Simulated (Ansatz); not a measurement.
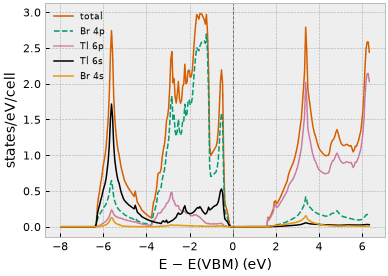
Figure: Total and projected density of states of TlBr (CsCl type, space group No. 221), LDA in the plane-wave PAW code Ansatz

Task: Which orbitals carry the states next to the gap?

Result: Top 1 eV of the valence band: Br 4p 70 %, Tl 6s 26 %. Bottom 1 eV of the conduction band: Tl 6p 83 %, Br 4p 7 %, Br 4s 6 %. Projections are on Löwdin-orthogonalised atomic valence shells; empty p or d shells of many metals are not among them.

Task: Where is the tallest occupied peak in this window, and what makes it?

Result: Near -1.5 eV, about 3.0 states/eV per cell; the largest projected share is Br 4p.

Space group Pm-3m (CsCl type). The LDA relaxation kept the symmetry of its start. Scalar-relativistic: spin–orbit coupling is off unless named, which matters more the heavier the elements.

Potentials: the later of the program's two PAW sets.
